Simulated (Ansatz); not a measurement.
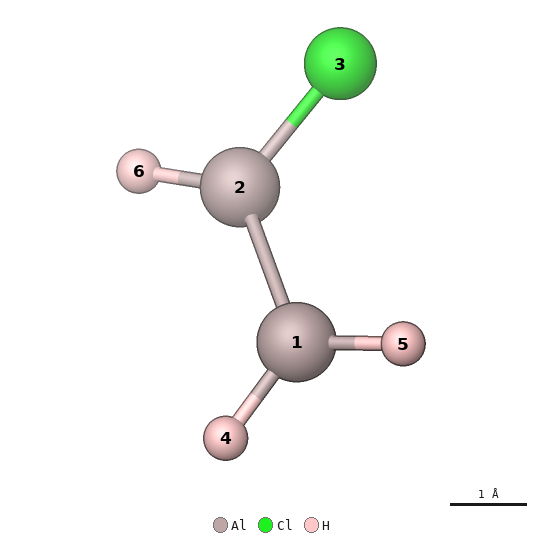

Orthographic view. Atoms fade into the background with distance from the viewer. The computed geometry is a stationary point of PBE0-D4/def2-TZVP, a saddle point of order 1.

Give the geometry as a Z-matrix, atoms in numerical order, with these reference atoms: 2 to 1; 3 to 2, 1; 4 to 1, 2, 3; 5 to 1, 4, 2; 6 to 2, 3, 1.

```
Al 
Al   1   2.602
Cl   2   2.114   1   116.9
H    1   1.592   2   121.1   3   178.6
H    1   1.590   4   117.9   2   180.0
H    2   1.588   3   114.0   1   180.0
```
